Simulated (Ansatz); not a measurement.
# The perfect Pt wire along [110], 4 atoms a period, part 2 of 2

Aim: is the Pt wire along [110], 4 atoms a period a metal or a semiconductor?

Ansatz 0.2.0; DFT PBE, plane waves, PAW; relaxation of a wire's period; PAW set soft_1 (the session's first sound run).

So far: Starting point; The relaxed wire.

### 2. The relaxed wire (continued)

The steps of the relaxation:

```csv
step,energy less that of the first step (eV),largest force component (eV/Å),pressure (GPa),volume (Å³)
1,0.0000,1.2253,-3.98,290.46
2,-0.4568,1.9528,1.39,276.30
3,-0.8035,0.3412,0.11,267.64
4,-0.8225,0.1847,0.39,265.35
5,-0.8456,0.0209,0.20,266.19
6,-0.8472,0.0076,0.05,266.97
7*,-0.8433,0.0086,0.06,266.97
```

Relaxation steps marked * repeat the geometry before them on a plane-wave basis chosen anew for their cell, so energy and pressure can jump there.

The run keeps the 8 symmetry operations that it works with, so distortions that break them were not tested.

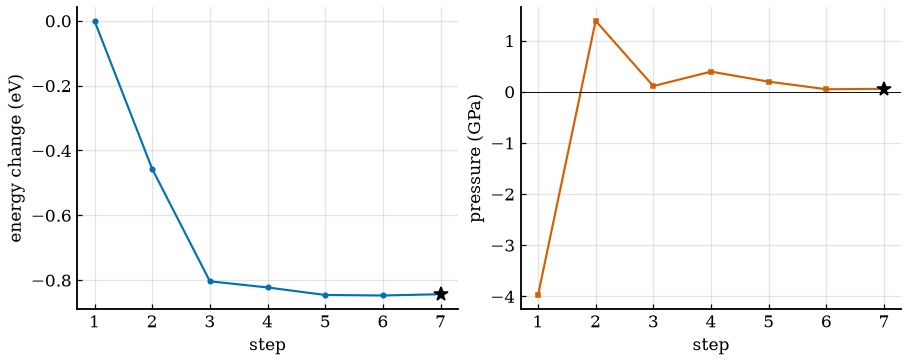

Energy and pressure along the relaxation. Stars mark steps on a basis chosen anew.

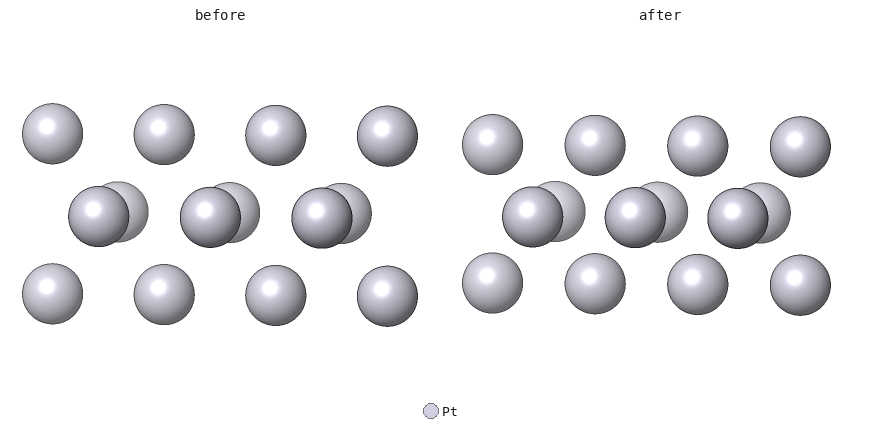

Before and after, at one scale.

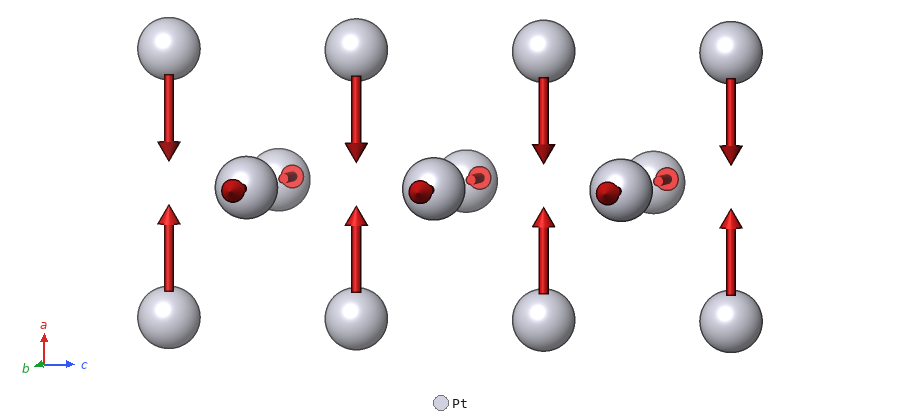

Displacements in the relaxation, exaggerated, measured against the changing cell; the longest in the cell stands for 0.27 Å. 1×1×3 cells are drawn. Some periodic images of atoms are drawn too.

```csv
cell as run,before,after,change
c (Å),2.807,2.580,-8.1 %
```

The atoms that moved most (Å, along periodic axes as changes of fractional coordinates times the final cell, across vacuum about the mean position):

```csv
atom,dx,dy,dz,length
Pt1,0.269,0.000,0.000,0.269
Pt2,-0.269,0.000,0.000,0.269
Pt4,0.000,0.227,0.000,0.227
Pt3,0.000,-0.227,0.000,0.227
```

Final coordinates:

```xyz
4
Lattice="10.7700 0.0000 0.0000 0.0000 9.6070 0.0000 0.0000 0.0000 2.5803" Properties=species:S:1:pos:R:3
Pt    3.6685    4.8036    0.0000
Pt    7.1015    4.8036    0.0000
Pt    5.3850    3.1732    1.2901
Pt    5.3850    6.4340    1.2901
```

This step gave:

| Quantity | Value |
| --- | --- |
| energy at zero smearing | -50093.4943 eV |
| cell length along the wire | 2.580 Å |

The cell's length comes to 2.580 Å with spin left out.

### 3. The wire at its relaxed period

This step: DFT PBE, plane waves, PAW; bands of a perfect wire; PAW set soft_1 (Ansatz 0.2.0).

At the relaxed period the bands are computed along the axis; those that cross an energy going forward count the channels that a perfect wire would open there.

Contents of input.yaml:

```yaml
crystal:
  lattice:
    - [10.77, 0.0, 0.0]
    - [0.0, 9.607, 0.0]
    - [0.0, 0.0, 2.5802747692]
  atoms:
    - { symbol: Pt, position: [0.340622848, 0.500011134, 0.0] }
    - { symbol: Pt, position: [0.659377152, 0.500011134, 0.0] }
    - { symbol: Pt, position: [0.5, 0.33030059, 0.5] }
    - { symbol: Pt, position: [0.5, 0.669721677, 0.5] }
kpoints:
  mp_grid: { grid: [1, 1, 32] }
  band_path: { path: ["Γ", Z], npoints: 90 }
scf:
  occupations: { method: fermi_dirac, width: 0.05 }
hamiltonian:
  xc: pbe
  pseudopotentials: { kind: paw, azcp: { folder: soft_1 } }
output:
  dos: { e_range: [-5, 4] }
  write_potential: true
  write_density: true
  volumetric_format: npy
```

Run with:

```
ansatz run input.yaml --threads 4 --pin off --max-ram 16384MiB --backend cpu --events-out ev --progress --plain --runs-dir out
```

Numbers of over 12 decimals in the logs are rounded to 6 here.

Log:

```text
[...]
Crystal: 4 atoms, lattice volume = 266.974 Å³
Basis set: ecut = 420 eV, 5235 PW (Γ)
Bands: 44, of which v1, the nominal top of the filled ones, is band 36 counted from 1 (35 counted from 0)
Symmetry: 8 space group operations
[...]
k-points: 17 of 32
[...]
SCF iter   1: F=—  HF=-50094.544223 eV  |F-HF|=—  |Δ(HF+E_count)|=         —  Δρ=3.64e-2  dr2=3.39e0  ethr=3.10e-3  ⟨swp⟩=7.5  Hψ=3077  notcnv=0
[...]
SCF iter  10: F=-50093.526033 eV  HF=-50093.526033 eV  |F-HF|=2.26e-8  |Δ(HF+E_count)|=   1.08e-8  Δρ=2.34e-6  dr2=3.00e-8  ethr=1.39e-10  ⟨swp⟩=10.4  Hψ=2056  notcnv=0
SCF 1 converged in 10 iterations: F = -50093.526033 eV  dr2 = 3.00e-8
[...]
NSCF: frozen V_eff on 91 k-points
WARN: The output density's exchange-correlation potential varies sharply where the density is thin. Do not read a vacuum level from v_tot or v_xc, or from such a field of the output density. On a cell that repeats whose density bears no net charge and no dipole along the vacuum's axis use v_es (v_loc + v_h of the components); under efield.dipole_correction with no amplitude use v_es + v_field, which holds any externa [...]
SCF converged after 10 iterations
Free energy (F): -50093.526033 eV
[...]
Internal energy: -50093.462764 eV  (E = F + TS)
E sigma→0 (E₀):  -50093.494399 eV
Entropy (-TS):   -0.063269 eV (-15.817 meV/atom)
Fermi energy:    1.010175 eV
[...]
--- Band table (eV; the first three rows and the last of 17) ---
  k-point 0: bands = [... 32 lower, 0.2933, 0.3434, 0.3661, 1.3248, 1.3847, 1.5923, 1.6245, 2.2950, ... 4 higher]
  k-point 1: bands = [... 32 lower, 0.3724, 0.3930, 0.4540, 1.2813, 1.3393, 1.4687, 1.4872, 2.3207, ... 4 higher]
  k-point 2: bands = [... 32 lower, 0.5038, 0.5409, 0.6327, 1.1497, 1.1608, 1.2147, 1.2441, 2.3947, ... 4 higher]
  k-point 16: bands = [... 32 lower, 0.3329, 0.4440, 1.3686, 1.3828, 4.6788, 4.7616, 5.0250, 5.2007, ... 4 higher]
```

Wall time 12 s (4 threads of Arm Neoverse V1, shared host); peak memory 0.79 GiB; 43 s of CPU time.

In the SCF lines HF is the Harris–Foulkes energy and dr2 the Hartree energy of the density residual, in eV; the loop may stop once dr2 is under the threshold and the program's other checks hold. Hψ counts applications of the Hamiltonian.

This step gave:

- energy at zero smearing: -50093.4944 eV
- band gap: 0 eV

Electronic bands along the path, in eV, zero at the Fermi level:

```csv
point,band 34,band 35,band 36,band 37,band 38,band 39,band 40,band 41
Γ,-0.67,-0.64,0.31,0.37,0.58,0.61,1.28,1.70
Z,-0.57,0.36,0.37,3.67,3.75,4.01,4.19,6.81
```

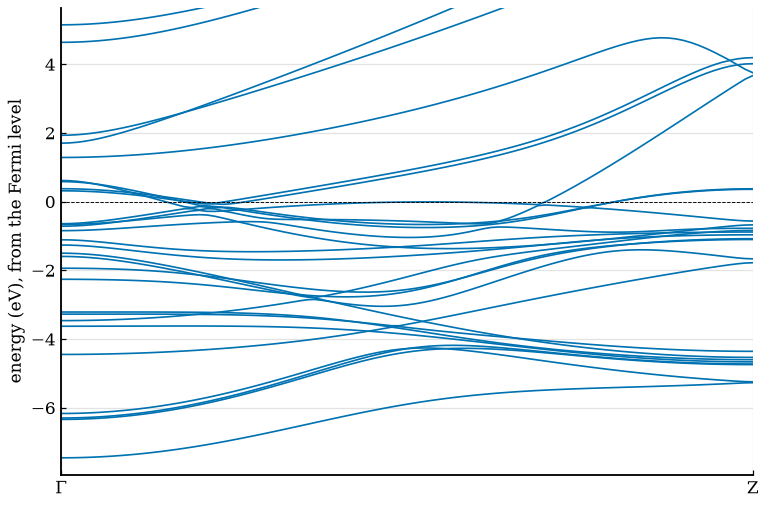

Electronic bands along the path.

Between Γ and Z the bands cross the Fermi level 9 times, so a perfect wire would conduct at least 9 G₀, with spin left out.

### 4. What came out

- cell length, PBE: 2.580 Å
- ballistic conductance by band crossings, a lower bound, PBE: 9 G₀

What this shows: Under PBE the cell's length is 2.58 Å, and the bands cross the Fermi level 9 times between Γ and Z, which gives a perfect wire at least 9 G₀ (opposite crossings within one step of the path cancel in such a count). No spin was allowed, though thin wires with open d shells can turn magnetic. Spin-orbit coupling is left out, which matters for the bands of heavy atoms.

[Logs are printed without paths, hosts, clocks, repeated set-up lines and the standing remarks that a program may print on its own settings, such as how far it seeks lower states.]

[Hosts, paths, dates, database ids (printed as entryN), source tags and the programs' standing remarks are cut or masked in the printed files.]
